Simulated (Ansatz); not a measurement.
## Electronic structure of CH9HfN3 (SMILES [CH3][Hf]([NH2])([NH2])[NH2]) in real space

```
atom    x (Å)    y (Å)    z (Å)
   C  -1.5458   1.2555   0.0538
  Hf   0.1962  -0.1594  -0.0068
   N   1.5729   0.4657   1.3628
   N  -0.4834  -2.0269   0.4540
   N   0.9822  -0.1214  -1.8891
   H  -1.9062   1.4170   1.0771
   H  -1.2873   2.2409  -0.3530
   H  -2.3966   0.8824  -0.5294
   H   1.3572   0.6723   2.3294
   H   2.5494   0.6674   1.2036
   H  -0.1412  -2.6437   1.1766
   H  -1.2749  -2.4689   0.0048
   H   1.1415  -0.9067  -2.5036
   H   1.2360   0.7258  -2.3803
```

Geometry: PBE0-D4/def2-TZVP; core potentials replace the inner electrons of Hf.

Theory: RKS PBE0-D4/def2-TZVPP (Ansatz).

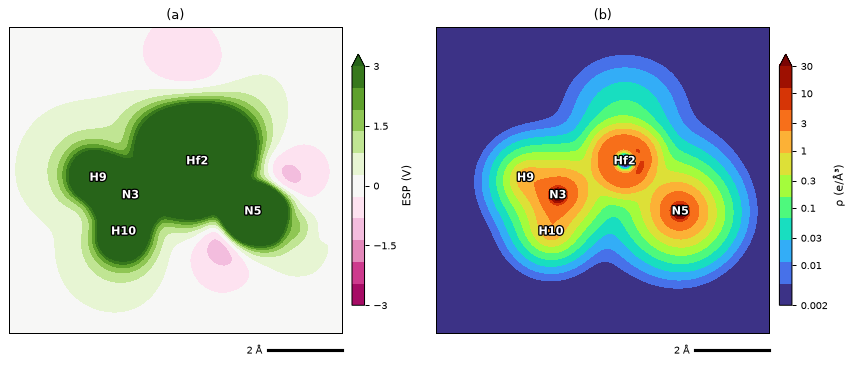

Figure 1. (a) molecular electrostatic potential; (b) electron density on the plane of atoms N3, Hf2 and N5.

Read the bonding off the picture.

- The section cuts through Hf, N and H sites.
- Hf–N (2.04 Å): ρ is about 0.79 e/Å³ halfway.
- N–H (1.01 Å): the density is about 2.8 e/Å³ at the midpoint.
- Outside the dense part of the molecule the potential is most negative (−1.1 V) near N3 and N5.

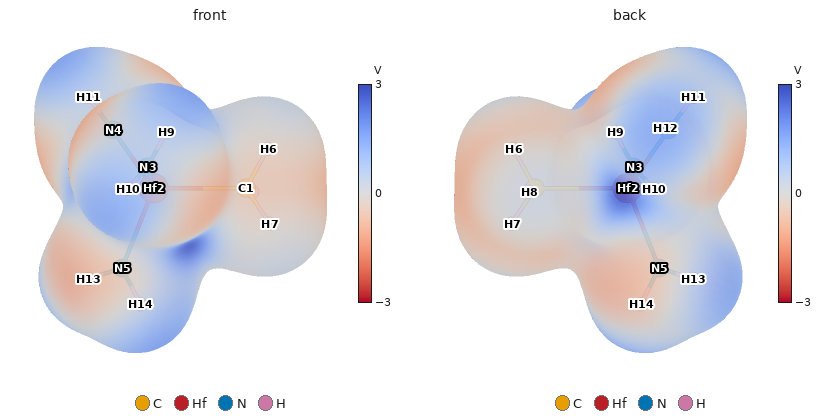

Figure 2. The molecular electrostatic potential painted on the density surface at 0.002 e/bohr³, seen from the front and from behind; the colour scale runs from red (negative) to blue (positive).

Describe the electrostatic potential map.

The most negative region (about −1.0 V) lies over N3, N4 and N5, the most positive (about +2.4 V) over Hf2.

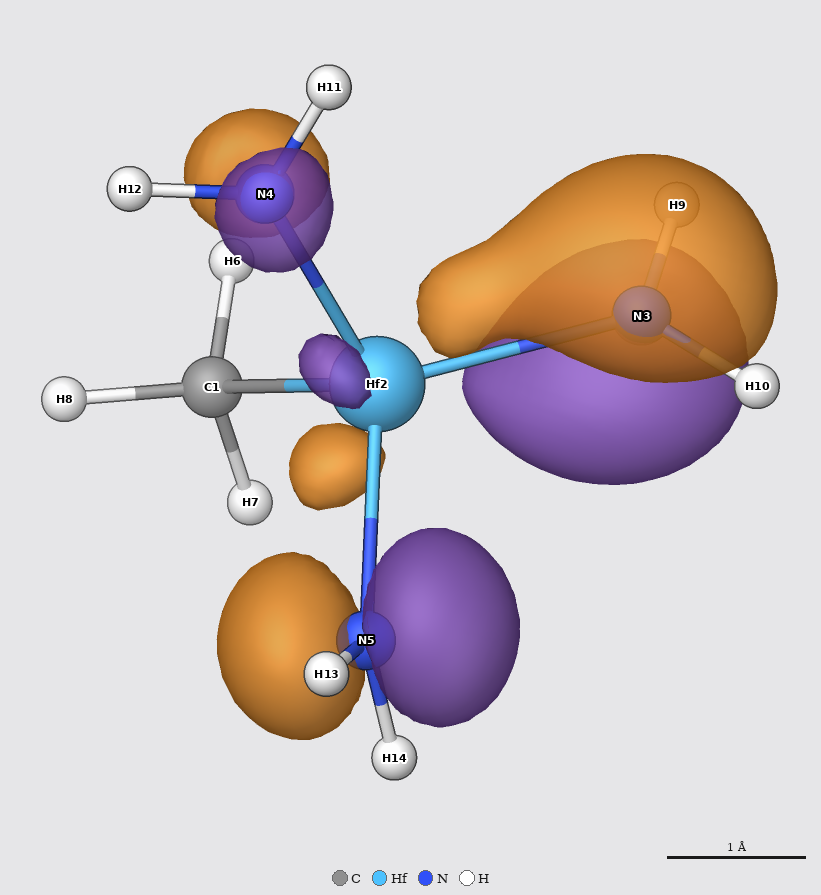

Figure 3. The HOMO−1 at ±0.15 Å⁻³ᐟ² (orange and purple are the two phases), seen at an oblique angle.

Describe this orbital and give its energy.

By Hirshfeld shares it lies mainly on N3 (about 45 %), N5 (about 20 %), Hf2 (about 15 %) and N4 (about 5 %). It is one of a degenerate set, so its orientation is arbitrary. Its energy is −7.25 eV.
